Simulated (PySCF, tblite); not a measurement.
# C3H7N: changes of charge, electronic excitations, EPR parameters

What do calculations give for the changes of charge, electronic excitations, EPR parameters of C3H7N (`CC(C)=N`)?

Programs: tblite 0.8.0 and PySCF 2.14.0, with routines of our own; each step states its level. All values are computed. Atoms count from 0.

## 1. The starting structure

11 atoms, charge 0, multiplicity 1; geometry from: start built from the parent or by distance geometry.

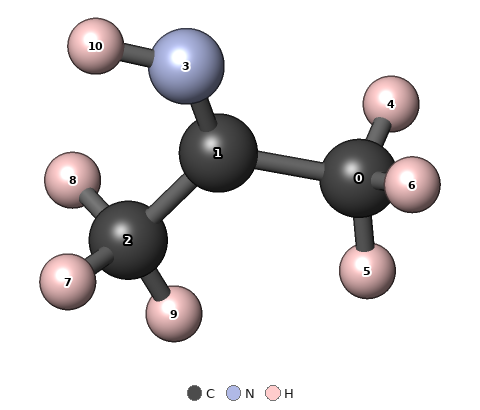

The starting geometry (carbon dark grey, nitrogen light blue, hydrogen pink).

## 2. Relaxing the molecule with GFN2-xTB

What the job is given:

```
{"job": {"kind": "relax", "xc": "GFN2-xTB", "basis": "xTB"}, "charge": 0, "multiplicity": 1}
C      1.364600    -0.362800     0.095300
C      0.045700     0.401200    -0.141500
C     -1.170700    -0.404600     0.144900
N      0.040200     1.622800    -0.517800
H      1.787900    -0.608700    -0.862200
H      1.154900    -1.316300     0.638200
H      2.010000     0.248500     0.709400
H     -1.782800     0.197400     0.847600
H     -1.679500    -0.546900    -0.830800
H     -0.965900    -1.405900     0.539500
H     -0.793400     2.180500    -0.674400
```

Started as:

```
$ OMP_NUM_THREADS=1 python redox_run.py task.json out
```

This one command runs all jobs of the session in turn.

Standard output:

```text
step      E/eV     max force
  0    -350.33596    1.888
  1    -350.41515    1.446
  2    -350.47493    0.936
  3    -350.52427    0.549
  4    -350.55413    0.360
  5    -350.56367    0.257
  6    -350.57312    0.203
  7    -350.57617    0.157
  8    -350.57795    0.162
  9    -350.57959    0.162
 10    -350.58179    0.144
 11    -350.58407    0.158
 12    -350.58594    0.133
 13    -350.58702    0.085
 14    -350.58769    0.072
 15    -350.58823    0.063
 16    -350.58870    0.056
 17    -350.58904    0.051
 18    -350.58926    0.041
 19    -350.58940    0.036
 20    -350.58954    0.040
 21    -350.58973    0.052
 22    -350.59001    0.068
 23    -350.59038    0.063
 24    -350.59081    0.065
 25    -350.59142    0.089
 26    -350.59250    0.117
 27    -350.59435    0.179
 28    -350.59729    0.246
 29    -350.60254    0.238
 30    -350.60817    0.192
 31    -350.61293    0.377
 32    -350.61810    0.381
 33    -350.62478    0.373
 34    -350.63112    0.173
 35    -350.63634    0.209
 36    -350.64414    0.319
 37    -350.64827    0.170
 38    -350.65151    0.125
 39    -350.65270    0.121
 40    -350.65386    0.086
 41    -350.65440    0.067
 42    -350.65486    0.050
 43    -350.65508    0.041
 44    -350.65523    0.047
 45    -350.65537    0.037
 46    -350.65550    0.034
 47    -350.65557    0.018
 48    -350.65561    0.015
 49    -350.65565    0.019
 50    -350.65570    0.021
 51    -350.65576    0.021
 52    -350.65584    0.027
 53    -350.65597    0.037
 54    -350.65616    0.048
 55    -350.65644    0.065
 56    -350.65681    0.067
 57    -350.65725    0.059
 58    -350.65771    0.064
 59    -350.65818    0.067
 60    -350.65866    0.063
 61    -350.65918    0.069
 62    -350.65989    0.079
 63    -350.66090    0.115
 64    -350.66093    0.190
 65    -350.66257    0.156
 66    -350.66378    0.067
 67    -350.66460    0.054
 68    -350.66560    0.118
 69    -350.66612    0.071
 70    -350.66659    0.072
 71    -350.66744    0.057
 72    -350.66771    0.040
 73    -350.66794    0.036
 74    -350.66828    0.051
 75    -350.66857    0.052
 76    -350.66899    0.058
 77    -350.66929    0.039
 78    -350.66948    0.073
 79    -350.66975    0.045
 80    -350.67010    0.054
 81    -350.67042    0.044
 82    -350.67058    0.028
 83    -350.67067    0.040
 84    -350.67072    0.024
 85    -350.67074    0.016
 86    -350.67077    0.015
 87    -350.67079    0.008
```

It took 0.27 s on 1 thread of Arm Neoverse V1, shared host.

Relaxation path: (not every step is listed)

```csv
step,energy from step 0 (eV),largest force (eV/Å)
0,0.0000,1.8884
1,-0.0792,1.4459
2,-0.1390,0.9360
3,-0.1883,0.5488
4,-0.2182,0.3600
5,-0.2277,0.2568
6,-0.2372,0.2030
7,-0.2402,0.1566
8,-0.2420,0.1619
15,-0.2523,0.0627
22,-0.2541,0.0677
29,-0.2666,0.2385
36,-0.3082,0.3189
43,-0.3191,0.0413
50,-0.3197,0.0206
57,-0.3213,0.0593
64,-0.3250,0.1898
71,-0.3315,0.0567
78,-0.3335,0.0730
82,-0.3346,0.0276
83,-0.3347,0.0403
84,-0.3348,0.0242
85,-0.3348,0.0163
86,-0.3348,0.0153
87,-0.3348,0.0084
```

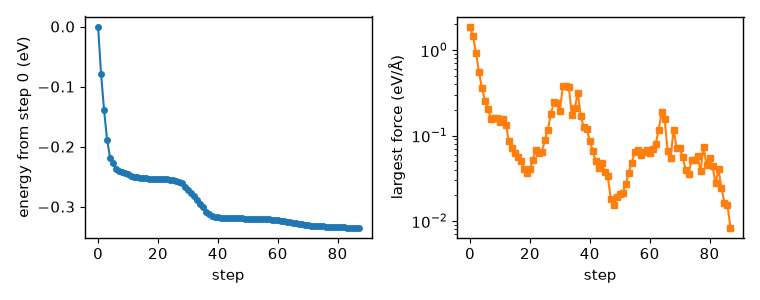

Energy and largest force along the relaxation.

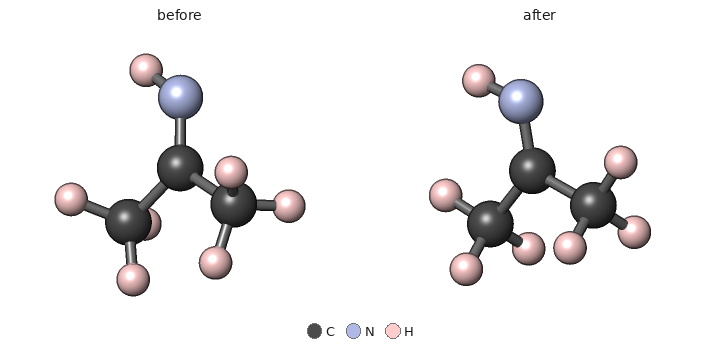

The geometry before (left) and after (right).

Close pairs (by a distance rule), those that changed most:

```csv
bond,before (Å),after (Å),change (Å)
C0–C1,1.542,1.497,-0.045
C0–H5,1.117,1.089,-0.028
C1–N3,1.278,1.257,-0.021
C2–H7,1.109,1.089,-0.021
C2–H8,1.110,1.089,-0.020
C1–C2,1.487,1.506,+0.019
C0–H4,1.075,1.089,+0.013
C2–H9,1.096,1.089,-0.007
```

The next job starts from the end point, and lists it.

## 3. Infrared spectrum with GFN2-xTB

What the job is given:

```
{"job": {"kind": "ir", "xc": "GFN2-xTB", "basis": "xTB"}, "charge": 0, "multiplicity": 1}
C      1.343467    -0.345256    -0.001748
C      0.059795     0.425399    -0.000527
C     -1.193776    -0.408810    -0.012089
N      0.117039     1.681125     0.008366
H      1.392060    -0.989893    -0.877774
H      1.400386    -0.975930     0.883853
H      2.183655     0.342039    -0.010039
H     -2.084481     0.216052     0.028366
H     -1.227325    -1.011053    -0.918915
H     -1.197430    -1.087201     0.839732
H     -0.782542     2.158870     0.008850
```

Standard output:

```text
mode    cm-1     km/mol
  1      70.9      0.04
  2     145.4      0.63
  3     374.0      0.94
  4     463.0      0.23
  5     476.8     11.57
  6     806.8     43.59
  7     854.9      7.52
  8     949.8      0.55
  9     988.4     31.85
 10    1065.1     13.70
 11    1070.2     13.22
 12    1102.6     36.62
 13    1317.6    119.87
 14    1383.2     38.65
 15    1391.2     10.51
 16    1458.7      4.57
 17    1465.2      1.38
 18    1475.5     15.62
 19    1477.6     11.92
 20    1751.4    194.51
 21    3010.8      2.71
 22    3015.5     40.10
 23    3019.1      1.50
 24    3025.6     20.99
 25    3027.8     45.84
 26    3069.6     14.03
 27    3328.3     29.49
ZPE 248.734  H(298)-E 265.551  G(298)-E 176.029 kJ/mol  S 300.26 J/(mol K)
```

It took 0.19 s on 1 thread of Arm Neoverse V1, shared host.

Which atoms move in the most intense modes:

```csv
cm⁻¹,km/mol,atoms
807,43.6,H10 52 %
988,31.9,"H10 33 %, H8 15 %, H9 14 %"
1103,36.6,"H10 44 %, C1 22 %"
1318,119.9,"C1 39 %, H10 31 %"
1383,38.6,"H8 19 %, H9 19 %, C2 14 %, H7 11 %"
1751,194.5,"C1 61 %, N3 34 %"
3016,40.1,"H5 37 %, H4 32 %, H8 15 %"
3028,45.8,H7 77 %
```

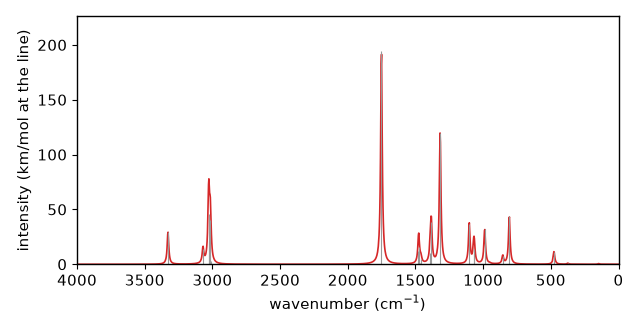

The infrared spectrum from these modes, unscaled. Lines are broadened to a width of 14 cm⁻¹ (Lorentzian).

## 4. Relaxing the molecule at PBE0-D3(BJ)/ma-def2-SVP

Settings changed since step 3:

```diff
@@ -1,2 +1,2 @@
-{"job": {"kind": "ir", "xc": "GFN2-xTB", "basis": "xTB"}, "charge": 0, "multiplicity": 1}
+{"job": {"xc": "PBE0", "basis": "ma-def2-SVP", "d3": "d3bj", "grid": 1, "kind": "geom"}, "charge": 0, "multiplicity": 1}
 C      1.343467    -0.345256    -0.001748
```

Standard output:

```text
step   0  E = -172.94771066  max force = 0.024056
step   1  E = -172.94932383  max force = 0.002849
step   2  E = -172.94934240  max force = 0.000246
step   3  E = -172.94934349  max force = 0.000063
optimisation converged
```

Wall time 11 s (1 thread of Arm Neoverse V1, shared host).

Along the way:

```csv
step,energy from step 0 (eV),largest force component (eV/Å)
0,0.0000,1.2370
1,-0.0439,0.1465
2,-0.0444,0.0126
3,-0.0444,0.0032
```

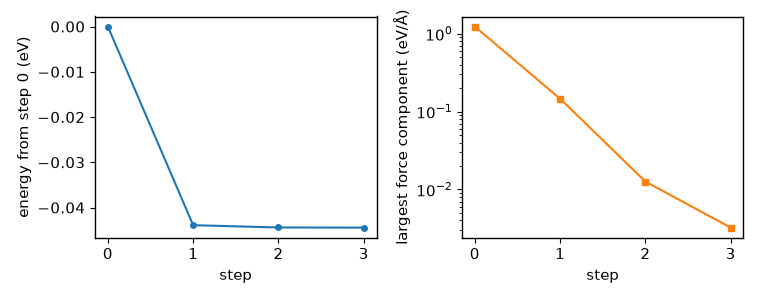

Energy and largest force along the relaxation.

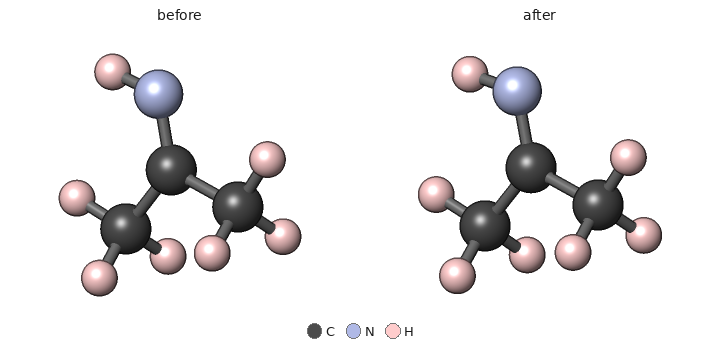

Before and after, at one scale.

Distances of close pairs at the start and the end, largest changes first:

```csv
bond,before (Å),after (Å),change (Å)
C1–N3,1.257,1.273,+0.016
C0–H5,1.089,1.102,+0.014
C0–H4,1.089,1.102,+0.013
C2–H8,1.089,1.102,+0.013
C2–H9,1.089,1.102,+0.013
C0–H6,1.086,1.097,+0.011
C2–H7,1.089,1.099,+0.010
N3–H10,1.019,1.024,+0.006
```

The final coordinates are the input of the step that follows.

```csv
at the end point,value
point group (found at 0.08 Å tolerance),Cs
"rotational constants (GHz, main isotopes)","9.735, 8.523, 4.817"
dipole moment (D),2.66
```

## 5. Harmonic vibrations (C3H7N): PBE0-D3(BJ)/ma-def2-SVP

What the job is given:

```
{"job": {"xc": "PBE0", "basis": "ma-def2-SVP", "d3": "d3bj", "grid": 2, "kind": "hessian"}, "charge": 0, "multiplicity": 1}
C      1.354617    -0.343652    -0.008146
C      0.069704     0.432049     0.001980
C     -1.193294    -0.387981    -0.010548
N      0.113763     1.704663     0.019224
H      1.405474    -1.001107    -0.891368
H      1.419320    -0.995941     0.878156
H      2.211299     0.341447    -0.015782
H     -2.091211     0.245345     0.018731
H     -1.234672    -1.015538    -0.915665
H     -1.217276    -1.074304     0.851324
H     -0.831068     2.099632     0.026087
```

Standard output:

```text
coarse grid: 8664 points
cycle   1  E = -172.8820718235  dE =  2.280e-01  |g| = 4.207e-01  |ddm| = 3.450e+00
cycle   2  E = -172.8312049287  dE =  5.087e-02  |g| = 6.442e-01  |ddm| = 1.614e+00
cycle   3  E = -172.9251170472  dE = -9.391e-02  |g| = 1.135e-01  |ddm| = 1.046e+00
cycle   4  E = -172.9282059304  dE = -3.089e-03  |g| = 2.345e-02  |ddm| = 1.290e-01
cycle   5  E = -172.9283394867  dE = -1.336e-04  |g| = 3.213e-03  |ddm| = 3.887e-02
cycle   6  E = -172.9283416937  dE = -2.207e-06  |g| = 1.157e-03  |ddm| = 6.714e-03
final grid: 82224 points
cycle   7  E = -172.9493625465  dE = -1.855e-05  |g| = 6.587e-03  |ddm| = 3.914e-02
cycle   8  E = -172.9493600877  dE =  2.459e-06  |g| = 7.316e-03  |ddm| = 1.693e-02
cycle   9  E = -172.9493742772  dE = -1.419e-05  |g| = 3.954e-04  |ddm| = 9.423e-03
cycle  10  E = -172.9493743023  dE = -2.516e-08  |g| = 2.437e-04  |ddm| = 7.380e-04
cycle  11  E = -172.9493743151  dE = -1.275e-08  |g| = 4.848e-05  |ddm| = 3.028e-04
cycle  12  E = -172.9493743156  dE = -5.547e-10  |g| = 1.234e-05  |ddm| = 6.643e-05
cycle  13  E = -172.9493743157  dE = -3.359e-11  |g| = 1.484e-06  |ddm| = 1.563e-05
converged SCF energy = -172.9493743157

mode    cm-1
  1     101.4
  2     169.2
  3     391.8
  4     478.7
  5     515.7
  6     817.1
  7     835.7
  8     926.2
  9    1038.2
 10    1072.4
 11    1096.2
 12    1130.5
 13    1330.7
 14    1378.9
 15    1423.4
 16    1436.9
 17    1438.4
 18    1453.4
 19    1458.8
 20    1772.5
 21    3050.2
 22    3055.8
 23    3134.5
 24    3140.1
 25    3167.5
 26    3193.9
 27    3506.2
ZPE 254.293  H(298)-E 270.673  G(298)-E 182.016 kJ/mol  S 297.35 J/(mol K)
```

Wall time 2 min (1 thread of Arm Neoverse V1, shared host); peak memory 1.6 GiB.

Zero-point energy 254.29 kJ/mol (xTB gave 248.73).

## 6. Single point (C₃H₇N): wB97X-D3(BJ)/ma-def2-TZVP

Geometry: PBE0-D3(BJ)/ma-def2-SVP.

Settings changed since step 5:

```diff
@@ -1,2 +1,2 @@
-{"job": {"xc": "PBE0", "basis": "ma-def2-SVP", "d3": "d3bj", "grid": 2, "kind": "hessian"}, "charge": 0, "multiplicity": 1}
+{"job": {"kind": "sp", "xc": "wB97X", "basis": "ma-def2-TZVP", "d3": "d3bj", "grid": 2}, "charge": 0, "multiplicity": 1}
 C      1.354617    -0.343652    -0.008146
```

Standard output:

```text
coarse grid: 8664 points
cycle   1  E = -173.3909449756  dE =  3.879e-01  |g| = 4.294e-01  |ddm| = 2.259e+00
cycle   2  E = -173.3906608728  dE =  2.841e-04  |g| = 4.970e-01  |ddm| = 1.079e+00
cycle   3  E = -173.4385584173  dE = -4.790e-02  |g| = 3.945e-02  |ddm| = 5.311e-01
cycle   4  E = -173.4390291933  dE = -4.708e-04  |g| = 1.978e-02  |ddm| = 6.173e-02
cycle   5  E = -173.4391420347  dE = -1.128e-04  |g| = 4.653e-03  |ddm| = 3.189e-02
cycle   6  E = -173.4391515106  dE = -9.476e-06  |g| = 1.440e-03  |ddm| = 1.441e-02
final grid: 82224 points
cycle   7  E = -173.4247792551  dE = -3.619e-05  |g| = 2.524e-03  |ddm| = 4.048e-02
cycle   8  E = -173.4247802108  dE = -9.557e-07  |g| = 1.581e-03  |ddm| = 5.011e-03
cycle   9  E = -173.4247807665  dE = -5.556e-07  |g| = 3.637e-04  |ddm| = 1.361e-03
cycle  10  E = -173.4247807885  dE = -2.208e-08  |g| = 2.253e-04  |ddm| = 4.313e-04
cycle  11  E = -173.4247807989  dE = -1.039e-08  |g| = 1.835e-05  |ddm| = 2.832e-04
cycle  12  E = -173.4247807991  dE = -2.203e-10  |g| = 6.397e-06  |ddm| = 7.881e-05
converged SCF energy = -173.4247807991
```

It took 6.2 s on 1 thread of Arm Neoverse V1, shared host; peak memory 0.61 GiB.

## 7. Single point (C3H7N+ (doublet)): wB97X-D3(BJ)/ma-def2-TZVP

Geometry: PBE0-D3(BJ)/ma-def2-SVP, that of another charge or spin state.

Settings changed since step 6:

```diff
@@ -1,2 +1,2 @@
-{"job": {"kind": "sp", "xc": "wB97X", "basis": "ma-def2-TZVP", "d3": "d3bj", "grid": 2}, "charge": 0, "multiplicity": 1}
+{"job": {"kind": "sp", "xc": "wB97X", "basis": "ma-def2-TZVP", "d3": "d3bj", "grid": 2}, "charge": 1, "multiplicity": 2}
 C      1.354617    -0.343652    -0.008146
```

Standard output:

```text
final grid: 82224 points
cycle   1  E = -172.9945643042  dE = -1.326e-02  |g| = 4.060e-01  |ddm| = 6.472e-01
cycle   2  E = -172.9674814439  dE =  2.708e-02  |g| = 4.678e-01  |ddm| = 4.733e-01
cycle   3  E = -173.0594090033  dE = -9.193e-02  |g| = 4.938e-02  |ddm| = 2.950e-01
cycle   4  E = -173.0608600099  dE = -1.451e-03  |g| = 1.390e-02  |ddm| = 4.028e-02
cycle   5  E = -173.0612839665  dE = -4.240e-04  |g| = 7.157e-03  |ddm| = 2.607e-02
cycle   6  E = -173.0614772131  dE = -1.932e-04  |g| = 3.556e-03  |ddm| = 2.166e-02
cycle   7  E = -173.0615302413  dE = -5.303e-05  |g| = 1.444e-03  |ddm| = 1.385e-02
cycle   8  E = -173.0615377177  dE = -7.476e-06  |g| = 5.068e-04  |ddm| = 5.855e-03
cycle   9  E = -173.0615386318  dE = -9.141e-07  |g| = 2.124e-04  |ddm| = 1.550e-03
cycle  10  E = -173.0615388169  dE = -1.852e-07  |g| = 7.155e-05  |ddm| = 8.497e-04
cycle  11  E = -173.0615388306  dE = -1.364e-08  |g| = 3.325e-05  |ddm| = 1.697e-04
cycle  12  E = -173.0615388338  dE = -3.262e-09  |g| = 2.021e-05  |ddm| = 7.876e-05
converged SCF energy = -173.0615388338
```

Run time: 13 s. Hardware: 1 thread of Arm Neoverse V1, shared host; peak memory 0.67 GiB.

## 8. Optimising the geometry with GFN2-xTB

This step treats C₃H₇N+ (doublet), labelled `CC(C)=[NH+]` (the label fixes atoms and charge, not where charge and spin sit).

What the job is given:

```
{"job": {"kind": "relax", "xc": "GFN2-xTB", "basis": "xTB"}, "charge": 1, "multiplicity": 2}
C      1.370900    -0.349800    -0.013400
C      0.059000     0.440700    -0.021000
C     -1.175800    -0.395600    -0.007400
N      0.111300     1.719300    -0.001400
H      1.402200    -1.004900    -0.880000
H      1.408300    -0.997700     0.869400
H      2.211700     0.347300    -0.026800
H     -2.079800     0.254400     0.023800
H     -1.225700    -1.022400    -0.916900
H     -1.226600    -1.077000     0.856600
H     -0.838000     2.095700     0.019200
```

Standard output:

```text
step      E/eV     max force
  0    -336.40825    4.381
  1    -336.64478    3.944
  2    -336.76679    1.449
  3    -336.81920    0.801
  4    -336.87120    0.541
  5    -336.88364    0.407
  6    -336.89464    0.201
  7    -336.89758    0.162
  8    -336.90117    0.142
  9    -336.90335    0.127
 10    -336.90535    0.121
 11    -336.90765    0.149
 12    -336.91086    0.173
 13    -336.91427    0.161
 14    -336.91695    0.109
 15    -336.91864    0.095
 16    -336.91989    0.079
 17    -336.92101    0.089
 18    -336.92180    0.065
 19    -336.92221    0.060
 20    -336.92239    0.045
 21    -336.92248    0.031
 22    -336.92254    0.025
 23    -336.92259    0.019
 24    -336.92262    0.014
 25    -336.92265    0.013
 26    -336.92266    0.010
 27    -336.88460    0.834
 28    -336.91396    0.394
 29    -336.92333    0.278
 30    -336.92459    0.313
 31    -336.92572    0.063
 32    -336.92583    0.035
 33    -336.92590    0.038
 34    -336.92598    0.024
 35    -336.92602    0.024
 36    -336.92605    0.013
 37    -336.92607    0.015
 38    -336.92610    0.015
 39    -336.92613    0.023
 40    -336.92616    0.021
 41    -336.92619    0.018
 42    -336.92622    0.019
 43    -336.92626    0.018
 44    -336.92629    0.021
 45    -336.92632    0.015
 46    -336.92634    0.018
 47    -336.92637    0.019
 48    -336.92641    0.023
 49    -336.92645    0.024
 50    -336.92648    0.016
 51    -336.92651    0.018
 52    -336.92657    0.027
 53    -336.92668    0.049
 54    -336.92692    0.078
 55    -336.92727    0.089
 56    -336.92767    0.065
 57    -336.92805    0.044
 58    -336.92826    0.049
 59    -336.92844    0.061
 60    -336.92860    0.040
 61    -336.92869    0.022
 62    -336.92871    0.021
 63    -336.92879    0.026
 64    -336.92886    0.032
 65    -336.92894    0.025
 66    -336.92899    0.021
 67    -336.92904    0.017
 68    -336.92909    0.021
 69    -336.92913    0.018
 70    -336.92916    0.011
 71    -336.92917    0.013
 72    -336.92919    0.009
```

It took 0.09 s on 1 thread of Arm Neoverse V1, shared host.

Relaxation path: (not every step is listed) (the energy doesn't fall at every step)

```csv
step,energy from step 0 (eV),largest force (eV/Å)
0,0.0000,4.3815
1,-0.2365,3.9439
2,-0.3585,1.4492
3,-0.4110,0.8013
4,-0.4629,0.5415
5,-0.4754,0.4075
6,-0.4864,0.2012
7,-0.4893,0.1624
8,-0.4929,0.1417
13,-0.5060,0.1613
18,-0.5136,0.0645
23,-0.5143,0.0189
28,-0.5057,0.3941
33,-0.5177,0.0378
38,-0.5179,0.0152
43,-0.5180,0.0180
48,-0.5182,0.0234
53,-0.5184,0.0493
58,-0.5200,0.0494
63,-0.5205,0.0265
67,-0.5208,0.0169
68,-0.5208,0.0206
69,-0.5209,0.0183
70,-0.5209,0.0112
71,-0.5209,0.0134
72,-0.5209,0.0088
```

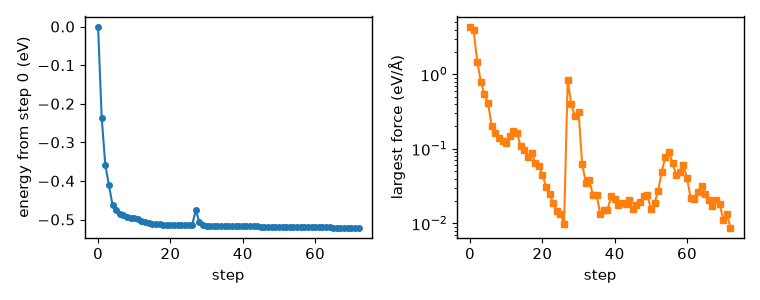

Energy and largest force along the relaxation.

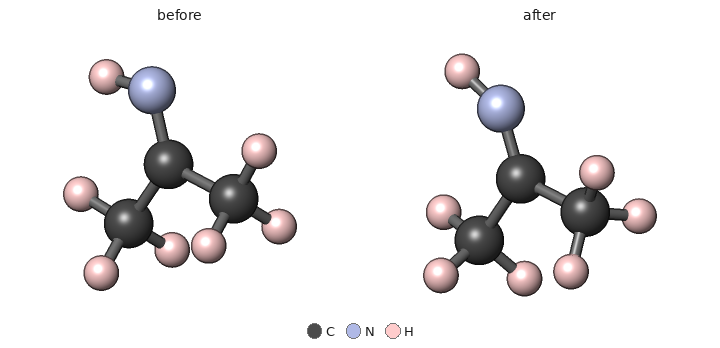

Before and after, at one scale.

Close pairs (by a distance rule), those that changed most:

```csv
bond,before (Å),after (Å),change (Å)
C1–N3,1.280,1.226,-0.054
C0–C1,1.532,1.483,-0.048
C1–C2,1.491,1.525,+0.034
C2–H7,1.114,1.087,-0.027
C2–H8,1.106,1.089,-0.017
N3–H10,1.021,1.006,-0.015
C2–H9,1.102,1.091,-0.010
C0–H5,1.096,1.088,-0.008
```

The final coordinates are the input of the step that follows.

[end of part 1 of 3]
